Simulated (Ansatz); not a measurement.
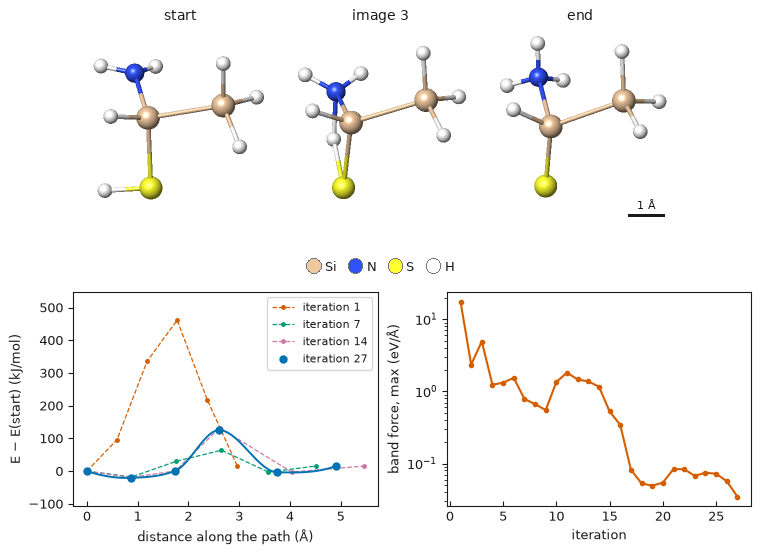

A search for the minimum-energy path of Si$_{2}$NH$_{7}$S by the nudged elastic band. Images are numbered from 0 (start) to 5 (end). The plot follows the band through its iterations. The picture is a ball-and-stick view, seen at a tilt.

Theory: Ansatz, RHF/6-31G.

Input
```yaml
crystal:
  periodic: [false, false, false]
  atoms:
    - {symbol: Si, position_ang: [-0.048188, 0.365737, -0.477161]}
    - {symbol: N, position_ang: [1.232956, 1.226028, 0.273467]}
    - {symbol: S, position_ang: [0.472232, -1.029032, -2.035725]}
    - {symbol: H, position_ang: [0.905423, -0.096002, -2.900977]}
    - {symbol: H, position_ang: [-0.927768, 1.410276, -1.063039]}
    - {symbol: Si, position_ang: [-1.128258, -0.951852, 1.127789]}
    - {symbol: H, position_ang: [1.594065, 2.063492, -0.155105]}
    - {symbol: H, position_ang: [1.959080, 0.729517, 0.765233]}
    - {symbol: H, position_ang: [-0.115575, -1.758698, 1.864105]}
    - {symbol: H, position_ang: [-2.106395, -1.876922, 0.497241]}
    - {symbol: H, position_ang: [-1.837571, -0.082544, 2.104170]}
basis:
  gaussian: {orbitals: 6-31G}
hamiltonian: {xc: hf}
neb:
  images: 4
  climbing: true
  max_iterations: 40
  initial_path: linear
  final_atoms:
    - {symbol: Si, position_ang: [-0.363749, 0.022674, -0.951536]}
    - {symbol: N, position_ang: [1.297198, 0.892484, -0.340464]}
    - {symbol: S, position_ang: [0.215209, -1.170592, -2.425264]}
    - {symbol: H, position_ang: [1.708266, 1.312306, -1.172143]}
    - {symbol: H, position_ang: [-1.084079, 1.315271, -1.189751]}
    - {symbol: Si, position_ang: [-1.109570, -0.877488, 1.087796]}
    - {symbol: H, position_ang: [1.210509, 1.596181, 0.389662]}
    - {symbol: H, position_ang: [1.934020, 0.159834, -0.035992]}
    - {symbol: H, position_ang: [-0.119587, -1.871031, 1.591007]}
    - {symbol: H, position_ang: [-2.421359, -1.549702, 0.903127]}
    - {symbol: H, position_ang: [-1.266858, 0.170063, 2.143559]}
```

Run as
```bash
ansatz run in.yaml --threads 4 --pin off --events-out ev --progress --plain --max-ram 9574MiB
```

Q: Judge this run.

A: The run is converged, with reservations. The band converged in 27 iterations. The largest component of the band force went from 18 to 0.035 eV/Å. The climbing image converged on the top of the path. Its curvatures weren't checked. The largest force component is 2.13 eV/Å at the start and 2.30 eV/Å at the end; an end with forces this large is no minimum, and the barrier measured from it can be far off. The first iteration put the highest image at 461.4 kJ/mol. Relative to the start the highest point is image 3 at +125.1 kJ/mol and the end lies at +15.4 kJ/mol, but the profile dips to −20.5 kJ/mol at image 1 on the way, so an end point isn't at the bottom of its valley along this path.

Limits of the set-up: the basis has no polarisation functions, which atoms past neon need; Hartree-Fock leaves out electron correlation.
